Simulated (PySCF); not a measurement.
## Electronic structure of C$_{5}$H$_{7}$N$_{2}$OS (doublet) in real space

```tsv
atom	x (Å)	y (Å)	z (Å)
C	2.2577	0.7271	0.4971
O	1.2973	-0.0495	1.0648
C	0.8413	-1.1291	0.2961
C	-0.0372	-0.6777	-0.8890
C	-1.2951	-0.0445	-0.4105
C	-1.4292	1.2572	0.1281
N	-2.6549	1.5387	0.4965
S	-3.6024	0.2544	0.1954
N	-2.4416	-0.6960	-0.4201
H	2.9029	0.3009	-0.2529
H	2.5985	1.5189	1.1337
H	0.2587	-1.7585	0.9734
H	1.6910	-1.7048	-0.0966
H	-0.2820	-1.5489	-1.4956
H	0.5323	0.0400	-1.4844
H	-0.6449	1.9805	0.2526
```

Geometry: GFN2-xTB.

Computed with UKS B3LYP, pcH-1 on C H N O S, non-relativistic, mean-field spin-orbit, GIAO in PySCF 2.14.0, density-fitted response routines.

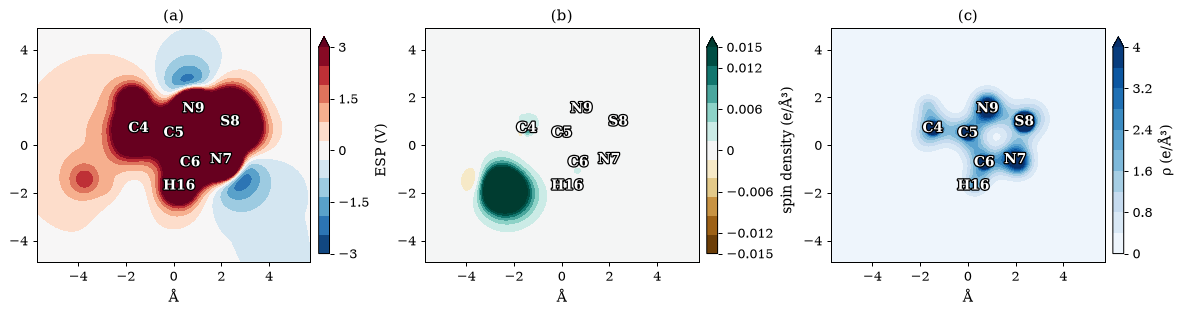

Figure 1. (a) electrostatic potential; (b) spin density (α minus β); (c) electron density on the plane of atoms C5, C6 and H16.

> Interpret the plot.

- The section cuts through C, N, S and H sites.
- C–N (1.31 Å): the density is about 2.6 e/Å³ at the midpoint.
- C–C (1.42 Å): ρ at the midpoint is about 2 e/Å³.
- S–N (1.62 Å): ρ at the midpoint is about 1.7 e/Å³.
- C–H (1.07 Å): ρ at the midpoint is about 2.1 e/Å³.
- C–C (1.49 Å): the density is about 1.8 e/Å³ at the midpoint.
- The unpaired spin (1 electron) lies mostly on C1 (about 0.7) and O2 (about 0.2), in electrons by Hirshfeld's partition.
- Outside the dense part of the molecule the potential is most negative (−2.3 V) near N7.

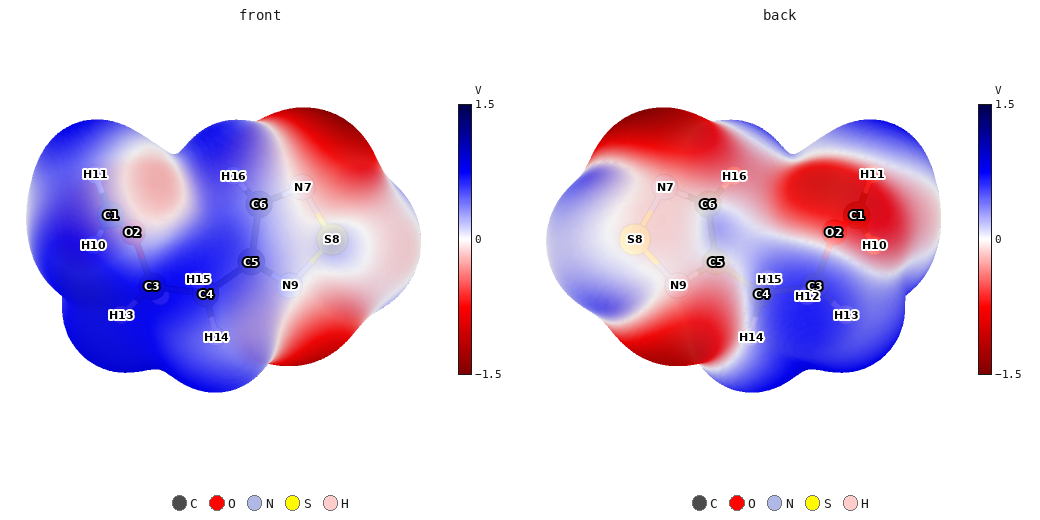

Figure 2. The molecular electrostatic potential painted on the density surface at 0.001 e/bohr³, seen from the front and from behind; the colour scale runs from red (negative) to blue (positive).

> Describe the electrostatic potential map.

The most negative region (about −1.4 V) lies over N7, the most positive (about +0.9 V) over H10 and H13. N7 is the likeliest acceptor of a hydrogen bond.
